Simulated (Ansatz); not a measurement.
```cif
data_structure
_symmetry_space_group_name_H-M 'P 1'
_symmetry_Int_Tables_number 1
_cell_length_a 7.5713
_cell_length_b 7.5713
_cell_length_c 7.5713
_cell_angle_alpha 90.000
_cell_angle_beta 90.000
_cell_angle_gamma 90.000
_cell_volume 434.02
loop_
_atom_site_label
_atom_site_type_symbol
_atom_site_fract_x
_atom_site_fract_y
_atom_site_fract_z
_atom_site_occupancy
Si1 Si 0.12500 0.12500 0.12500 1
Si2 Si 0.62500 0.62500 0.12500 1
Si3 Si 0.62500 0.12500 0.62500 1
Si4 Si 0.12500 0.62500 0.62500 1
Si5 Si 0.12500 0.37500 0.37500 1
Si6 Si 0.62500 0.87500 0.37500 1
Si7 Si 0.62500 0.37500 0.87500 1
Si8 Si 0.12500 0.87500 0.87500 1
Si9 Si 0.37500 0.37500 0.12500 1
Si10 Si 0.87500 0.87500 0.12500 1
Si11 Si 0.87500 0.37500 0.62500 1
Si12 Si 0.37500 0.87500 0.62500 1
Si13 Si 0.37500 0.12500 0.37500 1
Si14 Si 0.87500 0.62500 0.37500 1
Si15 Si 0.87500 0.12500 0.87500 1
Si16 Si 0.37500 0.62500 0.87500 1
Cl1 Cl 0.50000 0.00000 0.00000 1
Cl2 Cl 0.00000 0.50000 0.00000 1
Cl3 Cl 0.00000 0.00000 0.50000 1
Cl4 Cl 0.50000 0.50000 0.50000 1
Cl5 Cl 0.75000 0.25000 0.25000 1
Cl6 Cl 0.25000 0.75000 0.25000 1
Cl7 Cl 0.25000 0.25000 0.75000 1
Cl8 Cl 0.75000 0.75000 0.75000 1
```

Space group Fd-3m; a structure generated by program, which may or may not match a known phase.

Computed with DFT PBE, scalar-relativistic, plane waves, PAW (Ansatz 0.2.0).

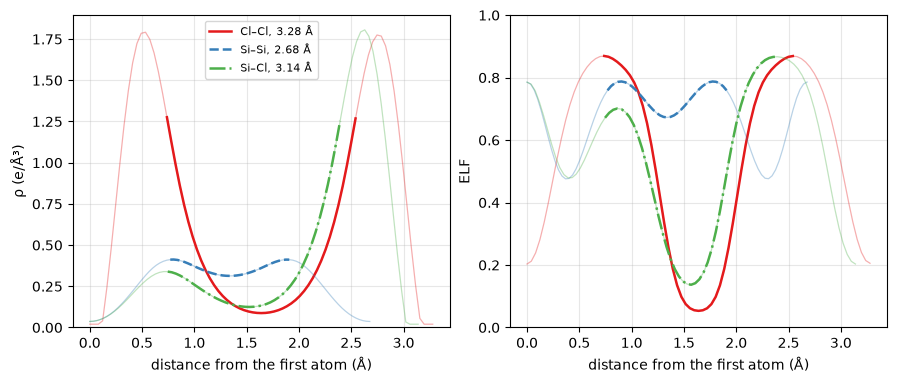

Si2Cl. Valence pseudo-density and electron localisation function along straight lines between neighbouring atoms. Thin, pale parts lie inside the atomic spheres.

The density is the valence pseudo-density of a PAW calculation; it isn't the true density close to the nuclei.

Q: What can be read from the curves?

A: Cl–Cl (3.28 Å): the density is about 0.09 e/Å³ at the midpoint; the ELF is about 0.05 at the midpoint (no localised pair shows between them).
Si–Si (2.68 Å): ρ is about 0.31 e/Å³ halfway; the ELF peaks at about 0.80 between the atoms.
Si–Cl (3.14 Å): the density is about 0.13 e/Å³ at the midpoint; the ELF is about 0.15 at the midpoint (no shared electron pair shows on this line).
